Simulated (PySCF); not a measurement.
SMILES CC(C)(C)C[SiH2][SeH] (C₅H₁₄SeSi) at its GFN2-xTB optimised geometry (Å):

```
21

C     -0.6419    -2.0923    -1.2690
C     -0.1424    -1.3915     0.0000
C     -0.6537    -2.1527     1.2222
C      1.3858    -1.3915     0.0000
C     -0.6795     0.0447     0.0000
Si    -0.1903     1.1544     1.4629
Se    -1.2680     3.1667     1.1567
H     -1.7293    -2.1069    -1.2978
H     -0.2823    -1.5799    -2.1589
H     -0.2873    -3.1202    -1.3024
H     -0.3441    -3.1945     1.1751
H     -0.2582    -1.7227     2.1389
H     -1.7399    -2.1220     1.2674
H      1.7635    -2.4052    -0.1145
H      1.7720    -0.9891     0.9329
H      1.7705    -0.7904    -0.8208
H     -0.3556     0.5349    -0.9235
H     -1.7720     0.0069    -0.0449
H     -0.6885     0.7211     2.7649
H      1.2411     1.4539     1.5197
H     -1.1551     3.1945    -0.2711
```

Level of theory: PySCF with PBE0/def2-SVP. Cells within 0.4 Å of a nucleus heavier than hydrogen are left out (blank, or x).

Map of the HOMO−1 amplitude (bohr^(-3/2)) on the plane z = 0.0 Å; orbital energy -8.20 eV, overall sign arbitrary:

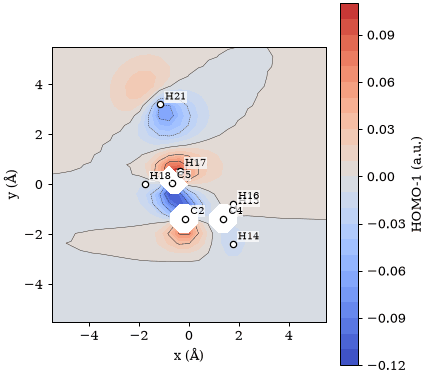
Figure: HOMO−1 amplitude (bohr^(-3/2)) on the plane z = 0.0 Å.
